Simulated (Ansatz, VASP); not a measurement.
## KTaO3: VASP beside Ansatz

Wanted: the spread between two codes on one cell, functional and k mesh. Valence electrons are named where the data sets of a main pair hold unlike numbers.

Main program and level: Ansatz 0.2.0; plane waves, with VASP 6.6.1 beside it; band structure at HSE06.

## 1. Set-up

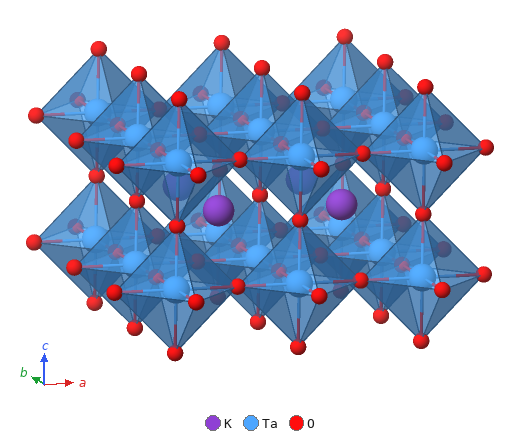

Start, viewed slightly off an axis; potassium purple, tantalum blue, oxygen red. 2×2×1 cells are drawn. Some periodic images of atoms are drawn too.

## 2. VASP: band structure, HSE06

Levels along a path test the potential and the projectors away from the mesh points.

Lines of VASP's logs that name or quote its potential files are left out, and so is its time.

The run reads the wave functions of an earlier VASP run, which isn't shown here.

INCAR reads:

```
SYSTEM = KTaO3
PREC = Accurate
ENCUT = 520
EDIFF = 1E-06
NELM = 100
ISMEAR = 0
SIGMA = 0.02
LREAL = .FALSE.
ALGO = Normal
LHFCALC = .TRUE.
AEXX = 0.25
GGA = PE
HFSCREEN = 0.2
LASPH = .TRUE.
NBANDS = 25
PRECFOCK = Fast
LORBIT = 11
LWAVE = .FALSE.
LCHARG = .FALSE.
KPAR = 8
```

POSCAR reads:

```
KTaO3
1.0
    3.9883000000      0.0000000000      0.0000000000
    0.0000000000      3.9883000000      0.0000000000
    0.0000000000      0.0000000000      3.9883000000
K Ta O
1 1 3
Direct
    0.5000000000      0.5000000000      0.5000000000
    0.0000000000      0.0000000000      0.0000000000
    0.5000000000      0.0000000000      0.0000000000
    0.0000000000      0.5000000000      0.0000000000
    0.0000000000      0.0000000000      0.5000000000
```

KPOINTS reads:

```
Automatic mesh
0
Gamma
4 4 4
0 0 0
```

KPOINTS_OPT reads:

```
Line mode
6
Line-mode
Reciprocal
  0.00000000   0.00000000   0.00000000 GAMMA
  0.00000000   0.50000000   0.00000000 X

  0.00000000   0.50000000   0.00000000 X
  0.50000000   0.50000000   0.00000000 M

  0.50000000   0.50000000   0.00000000 M
  0.00000000   0.00000000   0.00000000 GAMMA

  0.00000000   0.00000000   0.00000000 GAMMA
  0.50000000   0.50000000   0.50000000 R

  0.50000000   0.50000000   0.50000000 R
  0.00000000   0.50000000   0.00000000 X

  0.50000000   0.50000000   0.00000000 M
  0.50000000   0.50000000   0.50000000 R
```

The projector-augmented-wave data sets are K_sv, Ta_pv and O (PBE family, release 64).

Run with:

```console
> mpirun -np 8 vasp_std
```

Numbers of over 12 decimals in the logs are rounded to 6 here.

The log of the run:

```text
[banner, memory and clock lines left out]
running    8 mpi-ranks, on    1 nodes
 distrk:  each k-point on    1 cores,    8 groups
 distr:  one band on    1 cores,    1 groups

 POSCAR found type information on POSCAR K TaO
 POSCAR found :  3 types and       5 ions
|                                                                             |
|           W    W    AA    RRRRR   N    N  II  N    N   GGGG   !!!           |
|           W    W   A  A   R    R  NN   N  II  NN   N  G    G  !!!           |
|           W    W  A    A  R    R  N N  N  II  N N  N  G       !!!           |
|           W WW W  AAAAAA  RRRRR   N  N N  II  N  N N  G  GGG   !            |
|           WW  WW  A    A  R   R   N   NN  II  N   NN  G    G                |
|           W    W  A    A  R    R  N    N  II  N    N   GGGG   !!!           |
|                                                                             |
|     For optimal performance we recommend to set                             |
|       NCORE = 2 up to number-of-cores-per-socket                            |
|     NCORE specifies how many cores store one orbital (NPAR=cpu/NCORE).      |
|     This setting can greatly improve the performance of VASP for DFT.       |
|     The default, NCORE=1 might be grossly inefficient on modern             |
|     multi-core architectures or massively parallel machines. Do your        |
|     Unfortunately you need to use the default for GW and RPA                |
|     calculations (for HF NCORE is supported but not extensively tested      |
|     yet).                                                                   |
|                                                                             |

 LDA part: xc-table for (Slater+PW92), standard interpolation
 found WAVECAR, reading the header
 POSCAR, INCAR and KPOINTS ok, starting setup
 FFT: planning ... GRIDC
 FFT: planning ... GRID_SOFT
 FFT: planning ... GRID
 reading WAVECAR
 the WAVECAR file was read successfully
 initial charge from wavefunction
 entering main loop
       N       E                     dE             d eps       ncg     rms          rms(c)
DAV:   1    -0.495033193163E+02   -0.49503E+02   -0.94771E-01   542   0.844E+00    0.289E+00
DAV:   2    -0.494721226586E+02    0.31197E-01   -0.11243E-01   588   0.293E+00    0.145E+00
DAV:   3    -0.494683504170E+02    0.37722E-02   -0.22621E-02   644   0.111E+00    0.746E-01
DAV:   4    -0.494672011433E+02    0.11493E-02   -0.34045E-03   603   0.417E-01    0.413E-01
DAV:   5    -0.494669651808E+02    0.23596E-03   -0.13652E-03   620   0.225E-01    0.238E-01
DAV:   6    -0.494669394504E+02    0.25730E-04   -0.92139E-05   700   0.725E-02    0.136E-01
DAV:   7    -0.494669233626E+02    0.16088E-04   -0.19477E-05   717   0.358E-02    0.779E-02
DAV:   8    -0.494669214580E+02    0.19046E-05   -0.33178E-06   563   0.166E-02    0.463E-02
DAV:   9    -0.494669203107E+02    0.11473E-05   -0.12205E-06   424   0.114E-02    0.277E-02
DAV:  10    -0.494669202945E+02    0.16202E-07   -0.49443E-07   387   0.695E-03
   1 F= -.49466920E+02 E0= -.49466920E+02  d E =-.122340E-33
 Start KPOINTS_OPT (optional k-point list driver)
k-point batch [1-10\36]
       N       E                     dE             ncg
DAV:   1    -0.577123932066E+03   -0.69585E+04      500
DAV:   2    -0.433196250723E+04   -0.37548E+04      581
DAV:   3    -0.466833734341E+04   -0.33637E+03      737
DAV:   4    -0.468264852682E+04   -0.14311E+02      768
DAV:   5    -0.468300037652E+04   -0.35185E+00      720
DAV:   6    -0.468300953923E+04   -0.91627E-02      720
DAV:   7    -0.468300980951E+04   -0.27028E-03      728
DAV:   8    -0.468300981555E+04   -0.60479E-05      632
DAV:   9    -0.468300981574E+04   -0.19066E-06      512
[...]
k-point batch [31-36\36]
       N       E                     dE             ncg
DAV:   1     0.426829367145E+04   -0.85460E+04      300
DAV:   2     0.197206102803E+04   -0.22962E+04      343
DAV:   3     0.177911520262E+04   -0.19295E+03      472
DAV:   4     0.177326991169E+04   -0.58453E+01      413
DAV:   5     0.177313631725E+04   -0.13359E+00      463
DAV:   6     0.177313365914E+04   -0.26581E-02      382
DAV:   7     0.177313359971E+04   -0.59428E-04      464
DAV:   8     0.177313359796E+04   -0.17534E-05      359
DAV:   9     0.177313359791E+04   -0.47570E-07      272
```

OUTCAR, selected parts (step 2):

```text
ion  position               nearest neighbor table
   1  0.500  0.500  0.500-   3 2.82   4 2.82   5 2.82   3 2.82   4 2.82   3 2.82   5 2.82   3 2.82
                             4 2.82   5 2.82   4 2.82   5 2.82   2 3.45   2 3.45   2 3.45   2 3.45
   2  0.000  0.000  0.000-   3 1.99   4 1.99   5 1.99   5 1.99   4 1.99   3 1.99   1 3.45   1 3.45
                             1 3.45   1 3.45   1 3.45   1 3.45   1 3.45   1 3.45
   3  0.500  0.000  0.000-   2 1.99   2 1.99   1 2.82   1 2.82   1 2.82   1 2.82
   4  0.000  0.500  0.000-   2 1.99   2 1.99   1 2.82   1 2.82   1 2.82   1 2.82
   5  0.000  0.000  0.500-   2 1.99   2 1.99   1 2.82   1 2.82   1 2.82   1 2.82

  LATTYP: Found a simple cubic cell.
 ALAT       =     3.9883000000

 Subroutine GETGRP returns: Found 48 space group operations
 (whereof 48 operations were pure point group operations)

The static configuration has the point symmetry O_h .

 Found     10 irreducible k-points:

   k-points           NKPTS =     10   k-points in BZ     NKDIM =     64   number of bands    NBANDS=     25

   dimension x,y,z NGX =    30 NGY =   30 NGZ =   30
   dimension x,y,z NGXF=    60 NGYF=   60 NGZF=   60

   ENCUT  =  520.0 eV  38.22 Ry    6.18 a.u.   7.42  7.42  7.42*2*pi/ulx,y,z

   NELECT =      38.0000    total number of electrons

 k-points in reciprocal lattice and weights: Automatic mesh
   0.00000000  0.00000000  0.00000000       0.016
   0.25000000  0.00000000  0.00000000       0.094
   0.50000000  0.00000000  0.00000000       0.047
   0.25000000  0.25000000  0.00000000       0.188
   0.50000000  0.25000000  0.00000000       0.188
   0.50000000  0.50000000  0.00000000       0.047
   0.25000000  0.25000000  0.25000000       0.125
   0.50000000  0.25000000  0.25000000       0.188
   0.50000000  0.50000000  0.25000000       0.094
   0.50000000  0.50000000  0.50000000       0.016

  exchange ACFDT corr.  =         0.00000000  see jH, gK, PRB 81, 115126

 average (electrostatic) potential at core
       1 -27.8641       2 -36.5002       3 -65.6085       4 -65.6085       5 -65.6085

 E-fermi :   0.8572

 k-point     1 :       0.0000    0.0000    0.0000
  band No.  band energies     occupation
    ...
     15      -0.4455      2.00000
     16      -0.4455      2.00000
     17       0.0362      2.00000
     18       0.0362      2.00000
     19       0.0362      2.00000
     20       4.1952      0.00000
     21       4.1952      0.00000
     22       4.1952      0.00000
     23       8.9343      0.00000
     24       8.9343      0.00000
    ...

 k-point     2 :       0.2500    0.0000    0.0000
  band No.  band energies     occupation
    ...
     15      -1.1965      2.00000
     16      -1.0913      2.00000
     17      -0.6882      2.00000
     18      -0.1388      2.00000
     19      -0.1388      2.00000
     20       4.2753      0.00000
     21       5.7675      0.00000
     22       5.7675      0.00000
     23       8.9536      0.00000
     24       9.8321      0.00000
    ...

 k-point     3 :       0.5000    0.0000    0.0000
  band No.  band energies     occupation
    ...
     15      -1.8552      2.00000
     16      -1.5998      2.00000
     17      -0.9143      2.00000
     18      -0.2110      2.00000
     19      -0.2110      2.00000
     20       4.3588      0.00000
     21       7.2610      0.00000
     22       7.2610      0.00000
     23       8.9686      0.00000
     24      10.8763      0.00000
    ...

  energy-cutoff  :      520.00
  volume of cell :       63.44
      direct lattice vectors                 reciprocal lattice vectors
     3.988300000  0.000000000  0.000000000     0.250733395  0.000000000  0.000000000
     0.000000000  3.988300000  0.000000000     0.000000000  0.250733395  0.000000000
     0.000000000  0.000000000  3.988300000     0.000000000  0.000000000  0.250733395

 POSITION                                       TOTAL-FORCE (eV/Angst)
 -----------------------------------------------------------------------------------
      1.99415      1.99415      1.99415         0.000000      0.000000      0.000000
      0.00000      0.00000      0.00000         0.000000      0.000000      0.000000
      1.99415      0.00000      0.00000         0.000000      0.000000      0.000000
      0.00000      1.99415      0.00000         0.000000      0.000000      0.000000
      0.00000      0.00000      1.99415         0.000000      0.000000      0.000000
 -----------------------------------------------------------------------------------
    total drift:                                0.000000     -0.000000     -0.000001

  FREE ENERGIE OF THE ION-ELECTRON SYSTEM (eV)
  ---------------------------------------------------
  free  energy   TOTEN  =       -49.4669202945 eV

  energy  without entropy=      -49.4669202945  energy(sigma->0) =      -49.46692029

 total charge
# of ion       s       p       d       tot
------------------------------------------
    1        1.962   5.651   0.039   7.652
    2        0.350   6.376   1.929   8.654
    3        1.566   3.557   0.000   5.123
    4        1.566   3.557   0.000   5.123
    5        1.566   3.557   0.000   5.123
--------------------------------------------------
tot          7.010  22.697   1.967  31.674

[... 3 further parts left out ...]
```

Spin-orbit coupling is off here; with elements this heavy it splits and shifts levels by tenths of an eV or more. The PAW data sets were made with PBE, which is usual practice but a small mismatch for other functionals.

[end of part 1 of 2]

[Lines on the potential files, build, host, timing and source positions are cut from VASP's logs without a mark.]

[Logs are printed without paths, hosts, clocks, repeated set-up lines and the standing remarks that a program may print on its own settings, such as how far it seeks lower states.]

[Hosts, paths, dates, database ids (printed as entryN), source tags and the programs' standing remarks are cut or masked in the printed files.]
